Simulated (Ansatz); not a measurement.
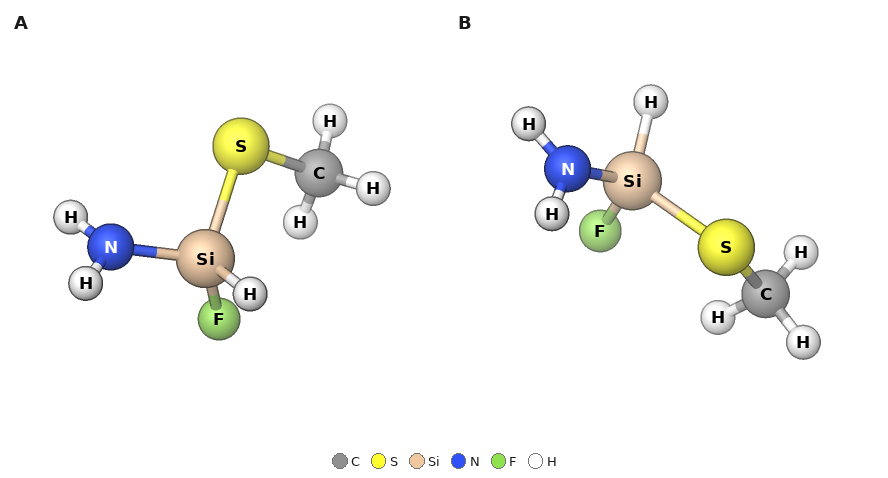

Distant atoms are faded towards the background colour. The geometry was computed by an optimisation with PBE-D4/def2-SVP. No frequency run is at hand to confirm it as a minimum.

**How are A and B related: the same structure turned, mirror images, conformers, diastereomers or constitutional isomers?**

They are enantiomers, mirror images that no rotation superimposes: A is CS[Si@@H](N)F (S), B is CS[Si@H](N)F (R). Their energies are equal.
